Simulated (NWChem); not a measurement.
**BBr2F (dibromofluoroborane): levels of theory compared**

Wanted: a comparison of 6 runs (HF/STO-3G, HF/3-21G, B3LYP/cc-pVDZ, r2SCAN/cc-pVDZ, B3LYP/6-31G*) of BBr2F (dibromofluoroborane). 

The results are computed with NWChem 7.3.0.

6 further runs of the same task are left out: 6 that didn't finish.

## 1. Starting point

BBr2F has 4 atoms, charge 0, and is taken as a singlet. SMILES: `FB(Br)Br`. Geometry: relaxed at PBE0-D4/def2-TZVP.

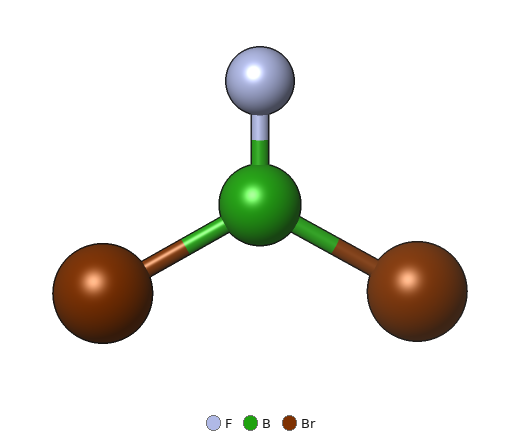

The structure, seen from a chosen angle (fluorine light blue, boron green, bromine brown).

## 2. Energy and forces at HF/STO-3G (run 1)

run.py reads:

```python
from ase import Atoms
from ase.calculators.nwchem import NWChem

atoms = Atoms(['F', 'B', 'Br', 'Br'], positions=[
    [1.316550, 0.465960, 0.364370],
    [0.123960, 0.043770, 0.034160],
    [-0.483040, -1.629420, 0.701450],
    [-0.957470, 1.119690, -1.099980],
])

calc = NWChem(
    label='bbr2f',
    theory='scf',
    memory='2200 mb',
    basis='STO-3G',
    basispar='spherical bse',
    scf={'nopen': '0', 'rhf': None, 'thresh': '1e-08', 'maxiter': '80', 'print': 'low'},
)
atoms.calc = calc

forces = atoms.get_forces()
print("Total energy (eV):", round(atoms.get_potential_energy(), 6))
print("forces (eV/A):")
for s, f in zip(atoms.symbols, forces):
    print(f"{s:2s} {f[0]:10.5f} {f[1]:10.5f} {f[2]:10.5f}")
```

Started as:

```console
$ export ASE_NWCHEM_COMMAND="nwchem PREFIX.nwi > PREFIX.nwo"
$ python run.py
```

Log:

```text
Total energy (eV): -141822.757701
forces (eV/A):
F    -0.72197   -0.25608   -0.20070
B     0.47205    0.16877    0.13251
Br    0.10310    0.16974   -0.04859
Br    0.14686   -0.08243    0.11678
```

The calculator wrote bbr2f.nwi:

```
title "bbr2f"

permanent_dir bbr2f

scratch_dir bbr2f

start bbr2f

geometry units angstrom nocenter noautosym noautoz
  F  1.3165500000000001e+00 4.6595999999999999e-01 3.6437000000000003e-01
  B  1.2396000000000000e-01 4.3770000000000003e-02 3.4160000000000003e-02
  Br -4.8304000000000002e-01 -1.6294200000000001e+00 7.0145000000000002e-01
  Br -9.5747000000000004e-01 1.1196900000000001e+00 -1.0999800000000000e+00
end

memory 2200 mb

basis spherical bse noprint
   * library STO-3G
end

scf
  nopen 0
  rhf
  thresh 1e-08
  maxiter 80
  print low
end

task scf gradient
```

bbr2f.nwo:

```text
Northwest Computational Chemistry Package (NWChem) 7.3.0
             --------------------------------------------------------

           Job information
           ---------------

    nwchem branch   = 7.3.0
    use scalapack   = T
    input           = bbr2f.nwi
    prefix          = bbr2f.
    data base       = bbr2f/bbr2f.db
    status          = startup
    nproc           =        1

           Memory information
           ------------------

    heap     =     72089598 doubles =      550.0 Mbytes
    stack    =     72089595 doubles =      550.0 Mbytes
    global   =    144179200 doubles =     1100.0 Mbytes (distinct from heap & stack)
    total    =    288358393 doubles =     2200.0 Mbytes
    verify   = yes
    hardfail = no

[... 36 lines left out ...]
            Nuclear Dipole moment (a.u.)
[... 57 lines left out ...]
 Starting SCF solution at       0.3s

       Final RHF  results
       ------------------

         Total SCF energy =  -5211.890257047429
      One-electron energy =  -8154.038705248002
      Two-electron energy =   2511.485400586180
 Nuclear repulsion energy =    430.663047614392

        Time for solution =      7.0s

                              NWChem Gradients Module
                              -----------------------

                         RHF ENERGY GRADIENTS

    atom               coordinates                        gradient
                 x          y          z           x          y          z
   1 F       2.487919   0.880537   0.688559    0.014040   0.004980   0.003903
   2 B       0.234250   0.082713   0.064553   -0.009180  -0.003282  -0.002577
   3 Br     -0.912813  -3.079157   1.325548   -0.002005  -0.003301   0.000945
   4 Br     -1.809356   2.115907  -2.078661   -0.002856   0.001603  -0.002271

 Task  times  cpu:        8.8s     wall:        8.8s
 Total times  cpu:        8.9s     wall:        8.9s
```

Wall time 11 s (1 thread of Intel Xeon Platinum 8259CL at 2.50GHz (Skylake/Cascade Lake), shared host); peak memory 0.1 GiB.

## 3. Energy and forces at HF/3-21G (run 2)

run.py reads:

```python
from ase import Atoms
from ase.calculators.nwchem import NWChem

molecule = Atoms(['F', 'B', 'Br', 'Br'], positions=[
    [1.316550, 0.465960, 0.364370],
    [0.123960, 0.043770, 0.034160],
    [-0.483040, -1.629420, 0.701450],
    [-0.957470, 1.119690, -1.099980],
])

calc = NWChem(
    label='calc',
    theory='scf',
    memory='2200 mb',
    basis='3-21G',
    basispar='spherical bse',
    scf={'nopen': '0', 'rhf': None, 'thresh': '1e-08', 'maxiter': '80'},
)
molecule.calc = calc

forces = molecule.get_forces()
print("Total energy (eV):", round(molecule.get_potential_energy(), 6))
print("forces (eV/A):")
for s, f in zip(molecule.symbols, forces):
    print(f"{s:2s} {f[0]:10.5f} {f[1]:10.5f} {f[2]:10.5f}")
print("dipole (e A):", molecule.get_dipole_moment().round(4))
```

Started as:

```console
$ export ASE_NWCHEM_COMMAND="nwchem PREFIX.nwi > PREFIX.nwo"
$ python run.py
```

Log:

```text
Total energy (eV): -142687.28913
forces (eV/A):
F     1.51968    0.53751    0.41996
B    -1.01404   -0.35764   -0.27922
Br   -0.16100   -0.62257    0.27860
Br   -0.34463    0.44269   -0.41935
dipole (e A): [-0.0269 -0.0096 -0.0076]
```

The calculator wrote calc.nwi:

```
title "calc"

permanent_dir calc

scratch_dir calc

start calc

geometry units angstrom nocenter noautosym noautoz
  F  1.3165500000000001e+00 4.6595999999999999e-01 3.6437000000000003e-01
  B  1.2396000000000000e-01 4.3770000000000003e-02 3.4160000000000003e-02
  Br -4.8304000000000002e-01 -1.6294200000000001e+00 7.0145000000000002e-01
  Br -9.5747000000000004e-01 1.1196900000000001e+00 -1.0999800000000000e+00
end

memory 2200 mb

basis spherical bse noprint
   * library 3-21G
end

scf
  nopen 0
  rhf
  thresh 1e-08
  maxiter 80
end

task scf gradient
```

calc.nwo:

```text
Northwest Computational Chemistry Package (NWChem) 7.3.0
             --------------------------------------------------------

           Job information
           ---------------

    nwchem branch   = 7.3.0
    use scalapack   = T
    input           = calc.nwi
    prefix          = calc.
    data base       = calc/calc.db
    status          = startup
    nproc           =        1

           Memory information
           ------------------

    heap     =     72089600 doubles =      550.0 Mbytes
    stack    =     72089597 doubles =      550.0 Mbytes
    global   =    144179200 doubles =     1100.0 Mbytes (distinct from heap & stack)
    total    =    288358397 doubles =     2200.0 Mbytes
    verify   = yes
    hardfail = no

[... 121 lines left out ...]
 Convergence threshold     :          1.000E-08
[... 12 lines left out ...]
       Final RHF  results
[... 3 lines left out ...]
      One-electron energy =  -8170.510107623705
[... 1 line left out ...]
 Nuclear repulsion energy =    430.663047614392
[... 60 lines left out ...]
                       ROHF Final Molecular Orbital Analysis
[... 202 lines left out ...]
  wavefunction    =   RHF

                         RHF ENERGY GRADIENTS

    atom               coordinates                        gradient
                 x          y          z           x          y          z
   1 F       2.487919   0.880537   0.688559   -0.029553  -0.010453  -0.008167
   2 B       0.234250   0.082713   0.064553    0.019720   0.006955   0.005430
   3 Br     -0.912813  -3.079157   1.325548    0.003131   0.012107  -0.005418
   4 Br     -1.809356   2.115907  -2.078661    0.006702  -0.008609   0.008155

                 ----------------------------------------
                 |  Time  |  1-e(secs)   |  2-e(secs)   |
                 ----------------------------------------
                 |  CPU   |       0.01   |       2.26   |
                 ----------------------------------------
                 |  WALL  |       0.01   |       2.26   |
                 ----------------------------------------

 Task  times  cpu:        9.4s     wall:        9.4s
 Total times  cpu:        9.5s     wall:        9.5s
```

Run time: 11 s. Hardware: 1 thread of Intel Xeon Platinum 8259CL at 2.50GHz (Skylake/Cascade Lake), shared host; peak memory 0.1 GiB.

Runs 3 to 5 aren't shown in full; the table further down has their settings and results.

## 4. Energy and gradient at B3LYP/6-31G(d) (Cartesian functions) (run 6)

run.py reads:

```python
from ase import Atoms
from ase.calculators.nwchem import NWChem

mol = Atoms(['F', 'B', 'Br', 'Br'], positions=[
    [1.316550, 0.465960, 0.364370],
    [0.123960, 0.043770, 0.034160],
    [-0.483040, -1.629420, 0.701450],
    [-0.957470, 1.119690, -1.099980],
])

calc = NWChem(
    label='m1',
    theory='dft',
    memory='2200 mb',
    basis='6-31G*',
    dft={'xc': 'b3lyp', 'mult': '1', 'grid': 'fine', 'convergence': 'energy 1e-08', 'iterations': '100', 'mulliken': None},
)
mol.calc = calc

forces = mol.get_forces()
e = mol.get_potential_energy()
print(f"E = {e:.6f} eV")
print("forces (eV/A):")
for s, f in zip(mol.symbols, forces):
    print(f"{s:2s} {f[0]:10.5f} {f[1]:10.5f} {f[2]:10.5f}")
print("dipole (e A):", mol.get_dipole_moment().round(4))
```

Started as:

```console
$ export ASE_NWCHEM_COMMAND="nwchem PREFIX.nwi > PREFIX.nwo"
$ python run.py
```

Log:

```text
E = -143474.294283 eV
forces (eV/A):
F     0.25161    0.08865    0.06901
B     0.10439    0.03816    0.03018
Br   -0.12254   -0.38525    0.16126
Br   -0.23346    0.25845   -0.26045
dipole (e A): [-0.0025 -0.0009 -0.0007]
```

The calculator wrote m1.nwi:

```
title "m1"

permanent_dir m1

scratch_dir m1

start m1

geometry units angstrom nocenter noautosym noautoz
  F  1.3165500000000001e+00 4.6595999999999999e-01 3.6437000000000003e-01
  B  1.2396000000000000e-01 4.3770000000000003e-02 3.4160000000000003e-02
  Br -4.8304000000000002e-01 -1.6294200000000001e+00 7.0145000000000002e-01
  Br -9.5747000000000004e-01 1.1196900000000001e+00 -1.0999800000000000e+00
end

memory 2200 mb

basis noprint
   * library 6-31G*
end

dft
  xc b3lyp
  mult 1
  grid fine
  convergence energy 1e-08
  iterations 100
  mulliken
end

task dft gradient
```

m1.nwo:

```text
Northwest Computational Chemistry Package (NWChem) 7.3.0
             --------------------------------------------------------

           Job information
           ---------------

    nwchem branch   = 7.3.0
    use scalapack   = T
    input           = m1.nwi
    prefix          = m1.
    data base       = m1/m1.db
    status          = startup
    nproc           =        1

           Memory information
           ------------------

    heap     =     72089598 doubles =      550.0 Mbytes
    stack    =     72089595 doubles =      550.0 Mbytes
    global   =    144179200 doubles =     1100.0 Mbytes (distinct from heap & stack)
    total    =    288358393 doubles =     2200.0 Mbytes
    verify   = yes
    hardfail = no

[... 92 lines left out ...]
  convergence criterion.
[... 40 lines left out ...]
          Spatial weights used:  Erf1
[... 71 lines left out ...]
         Total DFT energy =    -5272.583107459977
[... 3 lines left out ...]
 Nuclear repulsion energy =      430.663047614392
[... 772 lines left out ...]
          Convergence on gradient requested:  5.00D-04
[... 27 lines left out ...]
          total energy or number of iterations.
[... 26 lines left out ...]
                         DFT ENERGY GRADIENTS

    atom               coordinates                        gradient
                 x          y          z           x          y          z
   1 F       2.487919   0.880537   0.688559   -0.004893  -0.001724  -0.001342
   2 B       0.234250   0.082713   0.064553   -0.002030  -0.000742  -0.000587
   3 Br     -0.912813  -3.079157   1.325548    0.002383   0.007492  -0.003136
   4 Br     -1.809356   2.115907  -2.078661    0.004540  -0.005026   0.005065

                 ----------------------------------------
                 |  Time  |  1-e(secs)   |  2-e(secs)   |
                 ----------------------------------------
                 |  CPU   |       0.01   |      13.32   |
                 ----------------------------------------
                 |  WALL  |       0.01   |      13.32   |
                 ----------------------------------------

 Task  times  cpu:       47.7s     wall:       47.7s
 Total times  cpu:       47.7s     wall:       47.7s
```

Wall time 50 s (1 thread of Intel Xeon Platinum 8259CL at 2.50GHz (Skylake/Cascade Lake), shared host); peak memory 0.13 GiB.

## 5. The series

| run | level | iteration cap | module | energy (Eh) | largest force (eV/Å) | wall time |
| --- | --- | --- | --- | --- | --- | --- |
| 1 | HF/STO-3G | 80 | scf | -5211.890257 | 0.792 | 11 s |
| 2 | HF/3-21G | 80 | scf | -5243.661201 | 1.666 | 11 s |
| 3 | B3LYP/cc-pVDZ | 100 | dft | -5273.137549 | 0.783 | 5 min |
| 4 | r2SCAN/cc-pVDZ | 100 | dft | -5272.998759 | 0.831 | 5.6 min |
| 5 | B3LYP/6-31G* (spherical functions) | 100 | dft | -5272.564512 | 0.419 | 62 s |
| 6 | B3LYP/6-31G* (Cartesian functions) | 100 | dft | -5272.583107 | 0.435 | 50 s |

## 6. Summary of results

| quantity | value |
| --- | --- |
| run 6: total energy | -5272.58311 Eh |
| run 6: dipole moment | 0.01 D |
| run 6: HOMO energy | -8.24 eV |
| run 6: LUMO energy | -1.31 eV |
| run 6: HOMO–LUMO gap | 6.93 eV |
| run 6: largest force on an atom | 0.435 eV/Å |

In words: Over runs 2, 4, 5, 6 the dipole moment (its size) runs from 0.01 D (B3LYP/6-31G*) to 0.14 D (HF/3-21G). The two ends differ in method and basis. Over runs 2, 4, 5, 6 the HOMO–LUMO gap runs from 5.77 eV (r2SCAN/cc-pVDZ) to 14.00 eV (HF/3-21G). Totals of different functionals can't be ranked against each other. In run 1 the basis is minimal, so the values are rough. All runs together took 13 min, the longest 5.6 min.
